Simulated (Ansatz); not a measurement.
# HfO2 monolayer (1T): phonons and vibrational spectra

How does HfO2 monolayer (1T) vibrate, and is this structure a minimum?

Method: DFT LDA, scalar-relativistic, plane waves, PAW, in Ansatz 0.2.0.

## (1) Starting point

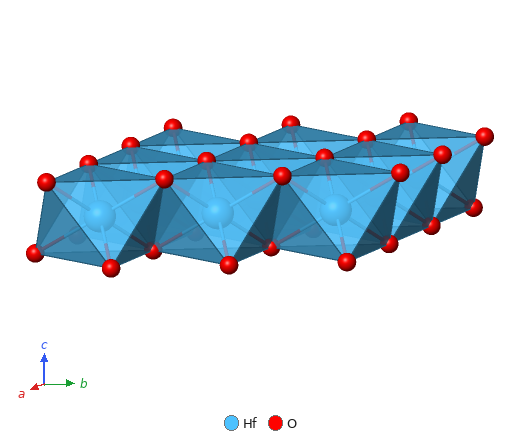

The cell as given, slightly off an axis (hafnium blue, oxygen red). 2×2×1 cells are drawn. Some periodic images of atoms are drawn too.

The cell holds 3 atoms: 1 Hf and 2 O. Cell: a = 3.240 Å, b = 3.240 Å, c = 20.000 Å, α = 90.0°, β = 90.0°, γ = 120.0°. Vacuum lies along c.

## (2) Coarse relaxation

A rough relaxation comes first, because large forces or stress need no tight tolerances yet.

The program solves this slab on a cell height of its own, 28.3 Å, in place of the one typed.

Input file input.yaml:

```yaml
crystal:
  lattice:
    - [3.24, 0.0, 0.0]
    - [-1.62, 2.80592, 0.0]
    - [0.0, 0.0, 20.0]
  atoms:
    - { symbol: Hf, position: [0.0, 0.0, 0.5] }
    - { symbol: O, position: [0.333333, 0.666667, 0.55635] }
    - { symbol: O, position: [0.666667, 0.333333, 0.44365] }
  periodic: [true, true, false]
kpoints:
  mp_grid: { grid: [9, 9, 1] }
hamiltonian:
  xc: lda
scf:
  occupations: { method: gaussian, width: 0.1 }
output:
  forces: true
  stress: true
  eigenvalues: true
relax:
  adjacent_minimum: "off"
  f_tol: 0.05
  max_steps: 80
  cell: { stress_2d_tol: 0.02 }
```

Started as:

```bash
$ ansatz run input.yaml --threads 4 --pin off --max-ram 14336MiB --backend cpu --events-out ev --progress --plain --runs-dir out
```

Numbers of over 12 decimals in the logs are rounded to 6 here.

Log:

```text
[...]
F+E_penalty+E_count = -16592.13517260 eV   max|allowed force component| = 7.907e-5 eV/Å   (the final SCF, on the basis selected at the relaxed cell)
  cell:  # Å, volume = 250.3835 Å³
    - [3.195824, 0.0, 0]
    - [-1.597912, 2.767665, 0]
    - [0, 0, 28.308]
  atoms:
    - { symbol: Hf, position: [0, 0, 0.353257] }
    - { symbol: O, position: [0.333333, 0.666667, 0.386966] }
    - { symbol: O, position: [0.666667, 0.333333, 0.319548] }
[key lines of the parts left out:]
SCF converged after 7 iterations
Free energy (F): -16592.135173 eV
Fermi energy:    -5.755403 eV
P = ½ c Tr σ = -0.0078 N/m
```

Elapsed: 12 s, on 4 threads of AMD EPYC 7R13 (Zen 3), shared host; peak memory 0.59 GiB; 40 s of CPU time.

Step by step:

| step | energy less that of the first step (eV) | largest force component (eV/Å) | volume (Å³) |
| --- | --- | --- | --- |
| 1 | 0.0000 | 3.0685 | 257.35 |
| 2 | -0.6328 | 0.1230 | 255.35 |
| 3 | -0.6483 | 0.0362 | 250.78 |
| 4 | -0.6484 | 0.0073 | 250.68 |
| 5 | -0.6484 | 0.0005 | 250.66 |
| 6* | -0.6432 | 0.0013 | 250.66 |
| 7 | -0.6435 | 0.0002 | 250.38 |
| 8* | -0.6433 | 0.0001 | 250.38 |

Relaxation steps marked * repeat the geometry before them on a plane-wave basis chosen anew for their cell, so energy and pressure can jump there.

Forces are held to the 12 operations that the run works with; a distortion that breaks them can't arise in this run.

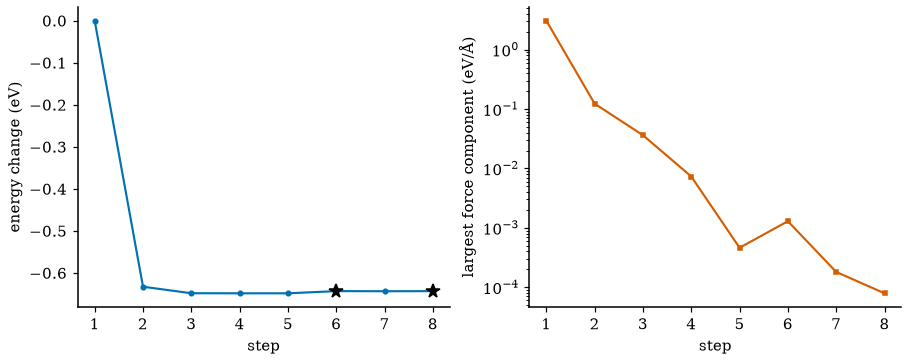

Energy and largest force along the relaxation. Stars mark steps on a basis chosen anew.

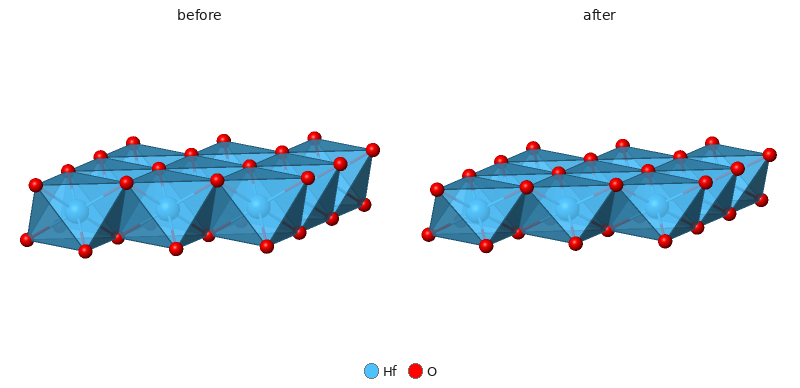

Before and after, at one scale.

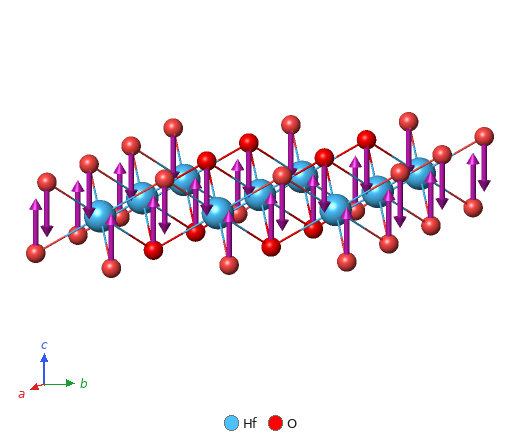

Displacements in the relaxation, exaggerated, measured against the changing cell; the longest in the cell stands for 0.17 Å. 2×2×1 cells are drawn. Some periodic images of atoms are drawn too.

| cell as run | before | after | change |
| --- | --- | --- | --- |
| a (Å) | 3.240 | 3.196 | -1.4 % |
| b (Å) | 3.240 | 3.196 | -1.4 % |

The atoms that moved most (Å, along periodic axes as changes of fractional coordinates times the final cell, across vacuum about the mean position):

| atom | dx | dy | dz | length |
| --- | --- | --- | --- | --- |
| O2 | 0.000 | 0.000 | -0.173 | 0.173 |
| O3 | 0.000 | 0.000 | 0.173 | 0.173 |

Final coordinates:

```cif
data_structure
_symmetry_space_group_name_H-M 'P 1'
_symmetry_Int_Tables_number 1
_cell_length_a 3.1958
_cell_length_b 3.1958
_cell_length_c 28.3080
_cell_angle_alpha 90.000
_cell_angle_beta 90.000
_cell_angle_gamma 120.000
_cell_volume 250.38
loop_
_atom_site_label
_atom_site_type_symbol
_atom_site_fract_x
_atom_site_fract_y
_atom_site_fract_z
_atom_site_occupancy
Hf1 Hf 0.00000 0.00000 0.35326 1
O2 O 0.33333 0.66667 0.38697 1
O3 O 0.66667 0.33333 0.31955 1
```

This step gave:

```yaml
gap_on_the_k_mesh: 4.923 eV
direct_gap_on_mesh: 5.138 eV
area_per_atom: 2.948 Å²
```

The relaxation ends with a largest force component of 7.9e-5 eV/Å.

## (3) Relaxation

The cell and atoms are relaxed, since residual forces and stress would shift the frequencies.

Input file input.yaml:

```yaml
crystal:
  lattice:
    - [3.195824426, 0.0, 0.0]
    - [-1.597912213, 2.7676651389, 0.0]
    - [0.0, 0.0, 28.308]
  atoms:
    - { symbol: Hf, position: [0.0, 0.0, 0.3532570298] }
    - { symbol: O, position: [0.3333333333, 0.6666666667, 0.3869659292] }
    - { symbol: O, position: [0.6666666667, 0.3333333333, 0.3195481304] }
  periodic: [true, true, false]
kpoints:
  mp_grid: { grid: [9, 9, 1] }
hamiltonian:
  xc: lda
scf:
  occupations: { method: gaussian, width: 0.02 }
output:
  forces: true
  stress: true
  eigenvalues: true
relax:
  adjacent_minimum: "off"
  f_tol: 0.005
  max_steps: 80
  cell: { stress_2d_tol: 0.02 }
```

Log:

```text
[...]
Crystal: 3 atoms, lattice volume = 250.383 Å³
Basis set: ecut = 420 eV, 4943 PW (Γ)
Bands: 23, of which v1, the nominal top of the filled ones, is band 19 counted from 1 (18 counted from 0)
Symmetry: 12 space group operations
[...]
k-points: 12 of 81
[...]
--- Relaxed structure (1 steps of the walk, 1 accepted, 1 SCFs on fresh bases) ---
[...]
cell:  # Å, volume = 250.3835 Å³
    - [3.195824, 0.0, 0.0]
    - [-1.597912, 2.767665, 0.0]
    - [0.0, 0.0, 28.308]
  atoms:
    - { symbol: Hf, position: [0.0, 0.0, 0.353257] }
    - { symbol: O, position: [0.333333, 0.666667, 0.3869659292] }
    - { symbol: O, position: [0.666667, 0.333333, 0.319548] }
[key lines of the parts left out:]
SCF converged after 6 iterations
Free energy (F): -16592.135173 eV
Fermi energy:    -5.756081 eV
P = ½ c Tr σ = -0.0078 N/m
```

It took 3.5 s on 4 threads; peak memory 0.57 GiB; 12 s of CPU time.

Little changed from the start: no atom moved by 0.005 Å and no cell edge by 0.1 %.

## (4) Tight relaxation

Phonons need a cell at rest on their own settings, so the relaxation is repeated with tight tolerances on forces and stress, using the mesh and the filling of the phonon run that follows.

input.yaml, the sections that differ from step 3:

```yaml
kpoints:
  mp_grid: { grid: [12, 12, 1] }
scf:
  occupations: { method: fixed }
relax:
  adjacent_minimum: "off"
  f_tol: 0.001
  max_steps: 60
  cell: { stress_2d_tol: 0.002 }
# crystal, hamiltonian, output: as in step 3
```

Log:

```text
[...]
Crystal: 3 atoms, lattice volume = 250.383 Å³
Basis set: ecut = 420 eV, 4943 PW (Γ)
Bands: 23, of which v1, the nominal top of the filled ones, is band 19 counted from 1 (18 counted from 0)
Symmetry: 12 space group operations
[...]
k-points: 19 of 144
[...]
k-point 18: bands = [... 15 lower, -11.1981, -9.3615, -9.3615, -8.8301, -3.1327, -1.6524, -1.6524, 2.3335]
--- Relaxed structure (2 steps of the walk, 2 accepted, 1 SCFs on fresh bases) ---
[...]
cell:  # Å, volume = 250.3610 Å³
    - [3.195681, 0.0, 0]
    - [-1.597841, 2.767541, 0]
    - [0, 0, 28.308]
  atoms:
    - { symbol: Hf, position: [0, 0, 0.353257] }
    - { symbol: O, position: [0.333333, 0.666667, 0.386970] }
    - { symbol: O, position: [0.666667, 0.333333, 0.319544] }
[key lines of the parts left out:]
SCF converged after 7 iterations
Free energy (F): -16592.135136 eV
Fermi energy:    -8.195716 eV
P = ½ c Tr σ = 0.0002 N/m
```

The job ended after 5.2 s (4 threads; peak memory 0.6 GiB; 19 s of CPU time).

Little changed from the start: no atom moved by 0.005 Å and no cell edge by 0.1 %.

This step gave:

| Quantity | Value |
| --- | --- |
| gap on the k-mesh | 4.880 eV |

The largest force component left is 0.54 meV/Å, within the tolerances set.

## (5) Linear response at the zone centre

The zone centre comes first: it holds the modes that light can see, as far as symmetry allows. The response to a homogeneous field gives the Born charges and the dielectric tensor, and its change with displacement the Raman tensors.

Input file input.yaml:

```yaml
crystal:
  lattice:
    - [3.195681106, 0.0, 0.0]
    - [-1.597840553, 2.7675410202, 0.0]
    - [0.0, 0.0, 28.308]
  atoms:
    - { symbol: Hf, position: [0.0, 0.0, 0.3532570298] }
    - { symbol: O, position: [0.3333333333, 0.6666666667, 0.386969607] }
    - { symbol: O, position: [0.6666666667, 0.3333333333, 0.3195444526] }
  periodic: [true, true, false]
kpoints:
  mp_grid: { grid: [12, 12, 1] }
hamiltonian:
  xc: lda
scf:
  occupations: { method: fixed }
output:
  eigenvalues: true
phonons:
  method: dfpt
  dielectric: true
  raman: true
```

Log:

```text
Warning: phonons.dielectric: true without phonons.rigid_motions: the static dielectric tensor ε⁰ will be withheld (ε∞, Z* and the rows of modes are given); for a crystal or a slab, whose only rigid motions are the translations, set phonons.rigid_motions: translations
Warning: crystal.symmetry: narrowed to the stabiliser of the run's FFT grids — unitary ops 12 → 6. A phonons.method: dfpt run fills in the rows of the dynamical matrix that it does not solve by its symmetry operations, which is exact only for operations that map its FFT grids onto themselves: filled in by any other, the frequencies could depend on the order in which like atoms are typed, or, by more than the grids' own error, on where the crystal sits among the grids' points. Excluded: 6 operations. The run can therefore solve more perturbations, solve them on more k-points, or both, and cost more. [rest of the remark cut]
[...]
Crystal: 3 atoms, lattice volume = 250.361 Å³
Basis set: ecut = 420 eV, 4931 PW (Γ), exchange–correlation on 48×48×384 points (8 copies of the dense FFT grid, shifted against one another)
Bands: 23, of which v1, the nominal top of the filled ones, is band 19 counted from 1 (18 counted from 0)
Symmetry: 12 space group operations
k-points: 43 of 144 (irreducible under 2 space group operations, time reversal used)
[...]
SCF iter   1: F=—  HF=-16592.174013 eV  |F-HF|=—  |Δ(HF+E_count)|=         —  Δρ=8.04e-3  dr2=1.67e-1  ethr=1.77e-3  ⟨swp⟩=6.8  Hψ=5541  notcnv=0  defer=85
[...]
SCF iter   9: F=-16592.135020 eV  HF=-16592.135020 eV  |F-HF|=2.18e-11  |Δ(HF+E_count)|=   1.11e-9  Δρ=9.69e-8  dr2=1.07e-11  ethr=1.00e-12  ⟨swp⟩=22.0  Hψ=11989  notcnv=0
SCF 1 converged in 9 iterations: F = -16592.135020 eV  dr2 = 1.07e-11
[...]
DFPT response loops at Γ: preconditioner auto → none (the input reference at scf.mixing.eps_inf says where Resta's filter doesn't serve); β = 0.50; Broyden in place of MSR1
── the response to a field inside a basis, on 12×12×1 k-points: an SCF that follows is theirs, and a resumed run solves both again ──
Bands: 20, of which v1, the nominal top of the filled ones, is band 19 counted from 1 (18 counted from 0)
k-points: 42 of 144 (irreducible under 2 space group operations, time reversal used)
[...]
Eigensolver: Dense (42 Hₖ)
SCF iter   1: F=—  HF=-16592.137448 eV  |F-HF|=—  |Δ(HF+E_count)|=         —  Δρ=2.40e-4  dr2=2.66e-5  ethr=1.00e-1
[...]
SCF iter   7: F=-16592.137436 eV  HF=-16592.137436 eV  |F-HF|=4.37e-11  |Δ(HF+E_count)|=  5.46e-11  Δρ=1.22e-7  dr2=1.89e-11  ethr=1.02e-12
SCF 1 converged in 7 iterations: F = -16592.137436 eV  dr2 = 1.89e-11
[...]
SCF converged after 9 iterations
Free energy (F): -16592.135020 eV
[...]
Internal energy: -16592.135020 eV  (E = F + TS)
E sigma→0 (E₀):  -16592.135020 eV
Fermi energy:    -8.195801 eV
[...]
--- Band table (eV; the first three rows and the last of 43) ---
  k-point 0: bands = [... 15 lower, -11.6142, -8.8860, -8.3786, -8.3786, -3.0155, -3.0155, -2.5386, -0.5969]
  k-point 1: bands = [... 15 lower, -11.5236, -8.8229, -8.6509, -8.4906, -3.0205, -2.8352, -2.3256, -0.5396]
  k-point 2: bands = [... 15 lower, -11.2880, -9.4336, -8.7533, -8.4901, -3.0757, -2.3791, -1.8966, -0.4137]
  k-point 42: bands = [... 15 lower, -10.6713, -9.6250, -9.4774, -8.4845, -2.8582, -2.0634, -1.4055, 1.6892]
--- Phonons (Γ-DFPT): 6 representative perturbations + reference, on 43 of 144 k-points (Σ response iterations 25) ---
  ASR residual: 1.515e-4 → 0.000e0 eV/Å²; symmetrization residual: 1.866e-5 eV/Å²
  The last average, over the group as it would stand without the narrowing to the FFT grids, took up to 1.092e-5 eV/Å² of the zone centre's force constants
  ASR residual per site (eV/Å²): 2.88e-5 1.52e-4 1.34e-4
  Γ frequencies (cm⁻¹): 0.00 0.00 0.00 292.17 292.17 538.07 538.07 541.08 561.46
  ε∞ (high-frequency dielectric tensor):
        1.627922     0.000000     0.000000
        0.000000     1.627922    -0.000000
        0.000000    -0.000000     1.103659
  α∞ (the layer's polarisability for a field applied outside it; Å, Gaussian; ε∞ is over the cell's 28.308 Å):
        1.414507     0.000000     0.000000
        0.000000     1.414507    -0.000000
        0.000000    -0.000000     0.233510
  ε⁰ (static dielectric tensor): not given — the deck does not say what the cell's rigid motions are, and on a molecule in a box or a wire the rigid rotations would enter the sum over the modes at Γ. For a crystal or a slab, whose only rigid motions are the translations, set phonons.rigid_motions: translations.
  Born effective charges Z* (e; rows j = field, columns β = displacement):
    site 0:
         6.15346    0.00000   -0.00000
         0.00000    6.15346    0.00000
         0.00000   -0.00000    0.90262
    site 1:
        -3.07673    0.00000    0.00000
         0.00000   -3.07673   -0.00000
         0.00000    0.00000   -0.45131
    site 2:
        -3.07673    0.00000    0.00000
         0.00000   -3.07673   -0.00000
         0.00000    0.00000   -0.45131
  Z* charge neutrality: 5.505e-5 e pre-enforcement
  k-mesh period / interband length: 38.3 Å / 1.36 Å = 28.29 at k = (0.0000, 0.0000, 0.0000), direct gap 5.363 eV — 14 or more, which is no proof of convergence; an axis of the mesh has one division: compare the results on two meshes, or along an axis of vacuum in a longer cell
  Raman tensors (in the event stream and the table raman_tensors.tsv): an entry may err by 3.6e-2 Å², one of the second-order susceptibility by 3.9e-21 pm/V (basis, points and sum rule); their sum over the sites missed zero by 4.441e-16 Å² ahead of its enforcement
  optical modes at Γ without the LO–TO term, one row a degenerate level:
      ω (cm⁻¹)  modes    IR ((D/Å)²/amu)  static Raman (Å⁴/amu)  depolarisation
        292.17      2            64.3906                 0.0000               —
        538.07      2             0.0000                46.8834           0.750
        541.08      1             0.6927                 0.0000               —
        561.46      1             0.0000                16.8168           0.074
```

Elapsed: 2.8 min, on 4 threads; peak memory 2 GiB; 11 min of CPU time.

This step gave:

| Item | Value |
| --- | --- |
| sum-rule residual before enforcement | 1.52e-4 eV/Å² |
| miss of the charge sum rule | 5.51e-5 e |
| point group | -3m |
| highest optical mode at the zone centre (no LO-TO term) | 561.5 cm⁻¹ |
| lowest optical zone-centre mode | 292.2 cm⁻¹ |
| largest Born charge (third of the trace) | 4.403 e |

Without the LO-TO term. Patterns of degenerate modes are one choice out of their space. The modes at Γ (shares of kinetic energy by element, %):

| mode | frequency (cm⁻¹) | symmetry | Hf % | O % |
| --- | --- | --- | --- | --- |
| 1 | 0.0 | acoustic | 85 | 15 |
| 2 | 0.0 | acoustic | 85 | 15 |
| 3 | 0.0 | acoustic | 85 | 15 |
| 4 | 292.2 | Eu | 15 | 85 |
| 5 | 292.2 | Eu | 15 | 85 |
| 6 | 538.1 | Eg | 0 | 100 |
| 7 | 538.1 | Eg | 0 | 100 |
| 8 | 541.1 | A2u | 15 | 85 |
| 9 | 561.5 | A1g | 0 | 100 |

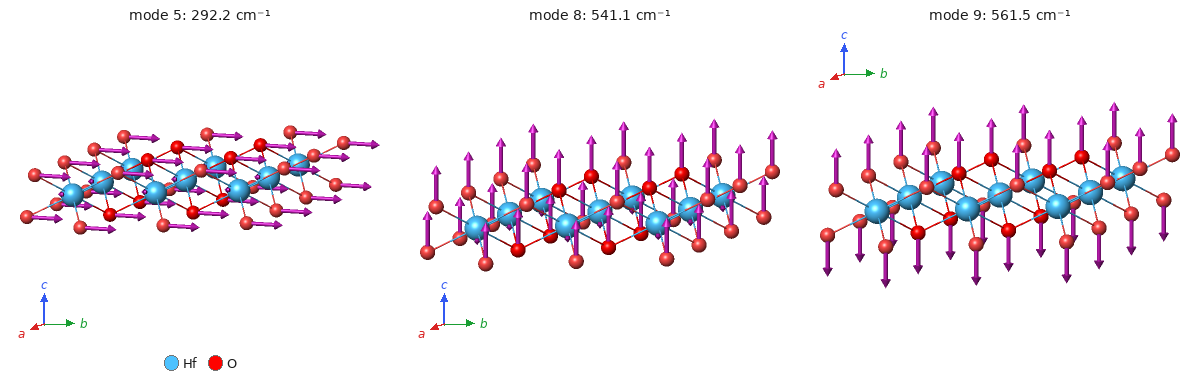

Displacement patterns of modes 5, 8 and 9 at Γ; arrows are exaggerated. 2×2×1 cells are drawn. Some periodic images of atoms are drawn too.

High-frequency dielectric tensor, averaged over the cell of height 28.3 Å or as lengthened by the program, vacuum included. Tensor:

|  | x | y | z |
| --- | --- | --- | --- |
| x | 1.628 | 0 | 0 |
| y | 0 | 1.628 | 0 |
| z | 0 | 0 | 1.104 |

Born charge (rows field, columns displacement) (e), principal values of the symmetric part by kind of site:

| atom | atoms with these values | low | middle | high | mean |
| --- | --- | --- | --- | --- | --- |
| Hf1 | 1 | 0.90 | 6.15 | 6.15 | 4.40 |
| O2 | 2 | -3.08 | -3.08 | -0.45 | -2.20 |

In full for O2:

```
-3.08  0.00  0.00
 0.00 -3.08  0.00
 0.00  0.00 -0.45
```

Transverse modes. Lines of the infrared spectrum (strongest = 100):

| position (cm⁻¹) | label | relative intensity |
| --- | --- | --- |
| 292 | Eu | 100 |
| 538 | Eg | 0.0 |
| 541 | A2u | 1.1 |
| 562 | A1g | 0.0 |

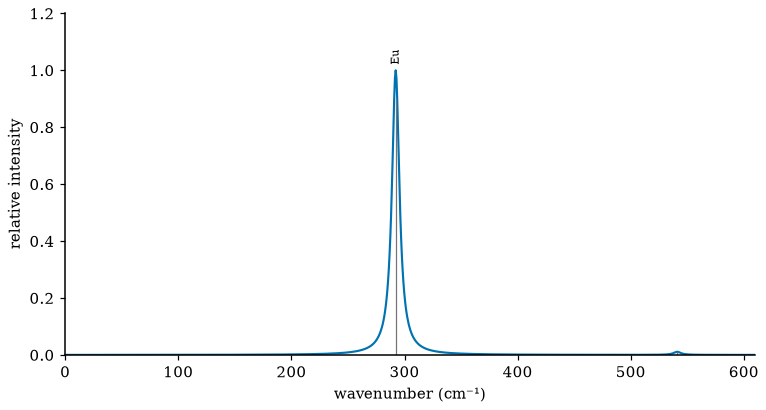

The infrared spectrum, broadened with Lorentzians of width 8 cm⁻¹; bars mark the lines.

Activity x (w_L - w)^4 (n + 1)/w, 532 nm, 300 K. Lines of the Raman spectrum (strongest = 100):

| position (cm⁻¹) | label | relative intensity |
| --- | --- | --- |
| 292 | Eu | 0.0 |
| 538 | Eg | 100 |
| 541 | A2u | 0.0 |
| 562 | A1g | 34 |

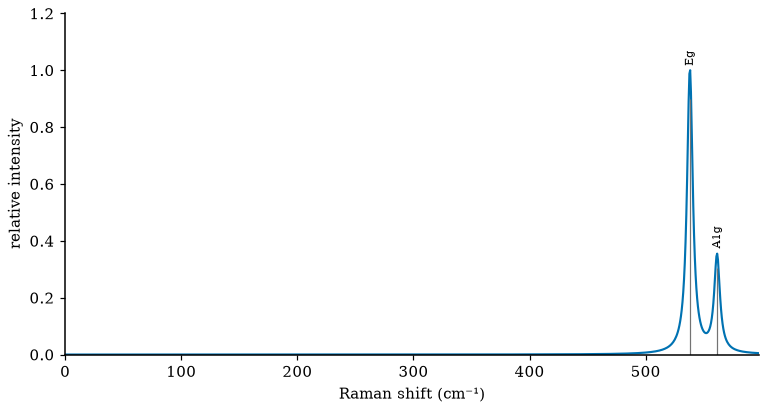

The Raman spectrum, broadened with Lorentzians of width 6 cm⁻¹; bars mark the lines.

Before it was imposed, the acoustic sum rule was missed by 1.5e-4 eV/Å² and the charge sum rule by 5.5e-5 e. Small misses are needed for a sound result but don't prove that mesh and cutoff are converged. The lowest optical mode is real, 292 cm⁻¹.

[end of part 1 of 2]

[Logs are printed without paths, hosts, clocks, repeated set-up lines and the standing remarks that a program may print on its own settings, such as how far it seeks lower states.]

[Hosts, paths, dates, database ids (printed as entryN), source tags and the programs' standing remarks are cut or masked in the printed files.]
